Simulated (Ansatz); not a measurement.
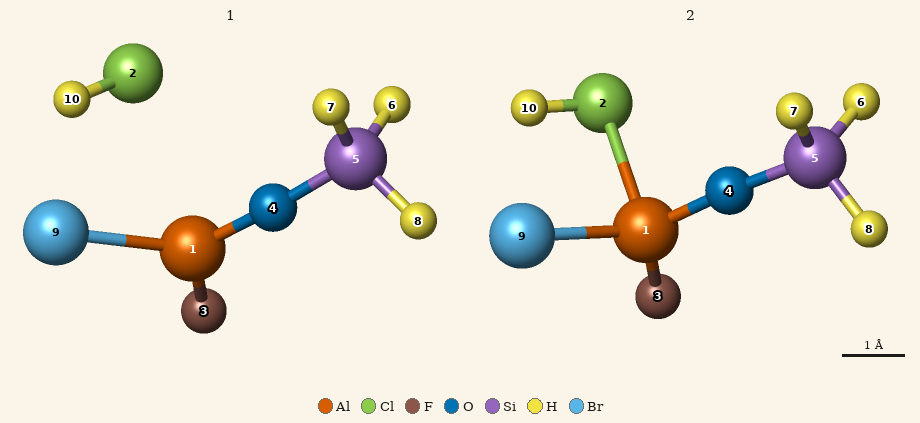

Two geometries of AlSiH4OBrClF, drawn at one scale. One is the start of a relaxation, the other its converged end. Style: ball-and-stick. Shown at a tilt.

All numbers below come from Ansatz 0.2.0, RKS B3LYP/def2-SVP. Settings: no spin polarisation; force threshold 0.03 eV/Å; at most 50 steps.

### Which one is relaxed?

Structure 2 is the relaxed one. The run prepares an end point of a later path (reaction) calculation, from a guessed geometry. Cl2 moves most after the best rigid fit: 0.52 Å. By element the largest moves are Cl 0.52 Å, Al 0.33 Å, O 0.31 Å, F 0.26 Å, H 0.21 Å, Br 0.21 Å. Near-neighbour distances that change, for instance: Al1–Cl2 3.423 → 2.607 Å, Al1–Br9 2.371 → 2.277 Å, Cl2–H10 1.338 → 1.301 Å, Al1–O4 1.673 → 1.686 Å. New bonds form, among them: Al1–Cl2 (3.42 → 2.61 Å). Among the angles between lasting bonds that change: Al1–O4–Si5 171.4° → 176.1°, F3–Al1–O4 122.6° → 119.5°. Over 12 geometry steps the energy falls by 0.273 eV. The largest force component goes from 1.1 to 0.019 eV/Å. Cost: 46 s on 4 threads of Arm Neoverse V2, on a shared host, peak memory 0.38 GiB.

Limits of the set-up: the start holds two separate molecules, 2.8 Å apart at their closest, whose relative position is a soft coordinate and is computed without a dispersion correction.
